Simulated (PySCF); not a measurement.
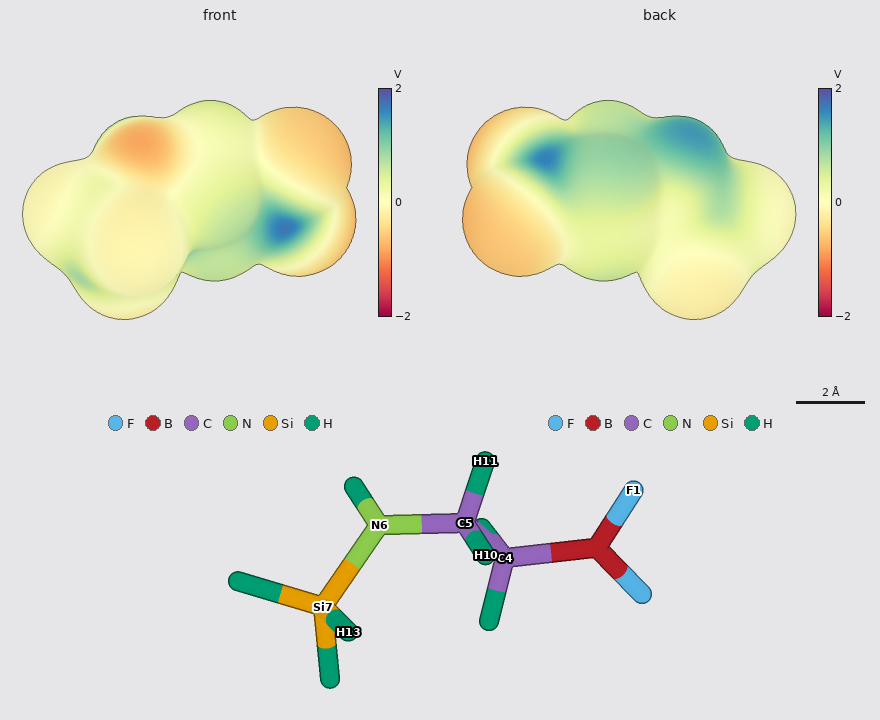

C₂H₈BF₂NSi (SMILES FB(F)CCN[SiH3]). The electrostatic potential painted on the density surface at 0.001 e/bohr³, seen from the front and from behind; red is negative and blue positive. The bare structure is drawn below in the same view.

Geometry: PBE0-D3(BJ)/def2-SVP.

Method: PySCF 2.14.0, PBE0/pcSseg-1, SCF density, gas phase, non-relativistic.

```yaml
atoms:
  - { symbol: F, position_ang: [-2.7386, 1.8479, 0.1262] }
  - { symbol: B, position_ang: [-2.4872, 0.7081, -0.4964] }
  - { symbol: F, position_ang: [-3.3864, 0.3183, -1.3812] }
  - { symbol: C, position_ang: [-1.2217, -0.1441, -0.1710] }
  - { symbol: C, position_ang: [-0.0520, 0.6267, 0.4450] }
  - { symbol: N, position_ang: [1.0602, -0.1882, 0.8753] }
  - { symbol: Si, position_ang: [2.3301, -0.7359, -0.1677] }
  - { symbol: H, position_ang: [-1.5656, -0.9186, 0.5436] }
  - { symbol: H, position_ang: [-0.9070, -0.7075, -1.0651] }
  - { symbol: H, position_ang: [0.3236, 1.3598, -0.2904] }
  - { symbol: H, position_ang: [-0.4203, 1.2311, 1.2917] }
  - { symbol: H, position_ang: [0.8668, -0.7408, 1.7036] }
  - { symbol: H, position_ang: [2.9152, 0.4466, -0.8721] }
  - { symbol: H, position_ang: [3.3498, -1.4034, 0.6943] }
  - { symbol: H, position_ang: [1.9225, -1.7131, -1.2358] }
```

> Describe the electrostatic potential map.

The most negative region (about −0.8 V, or −18 kcal/mol for a unit charge) lies over N6, the most positive (about +1.6 V, or +37 kcal/mol for a unit charge) over B2.
